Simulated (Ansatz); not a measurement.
```xyz
10

O     0.3005   -1.9088    0.7264
C     0.7730   -0.7703    0.0234
C    -0.3528    0.0963   -0.4782
C    -0.4761    1.3933   -0.1482
Br   -1.8851    2.5105   -0.7415
H    -0.2496   -1.5763    1.4603
H     1.3471   -1.1700   -0.8411
H     1.4884   -0.1549    0.6241
H    -1.1064   -0.3943   -1.1179
H     0.2440    1.9234    0.4956
```

Level of theory: RKS PBE/def2-SVP in Ansatz.

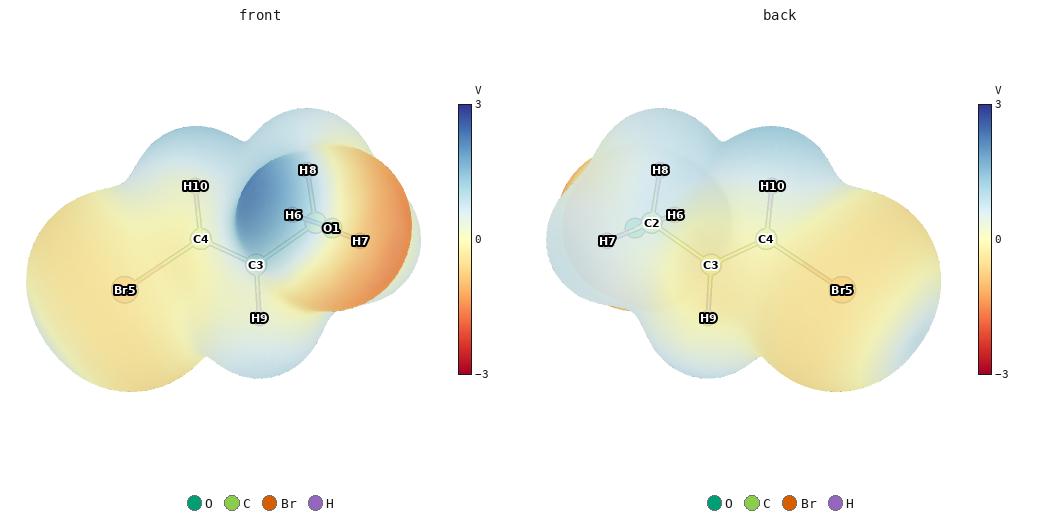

C3H5BrO (SMILES OCC=CBr). The molecular electrostatic potential painted on the density surface at 0.002 e/bohr³, seen from the front and from behind; the colour scale runs from red (negative) to blue (positive).

Which sites attract a positive test charge, and which a negative one?

Answer. A positive charge is drawn to the negative regions and a negative charge to the positive ones. The most negative region (about −1.4 V) lies over O1, the most positive (about +2.2 V) over H6. Br5 shows a σ-hole: about +0.8 V at the tip opposite its bond, against about −0.4 V on its flanks. O1 is the likeliest acceptor of a hydrogen bond.
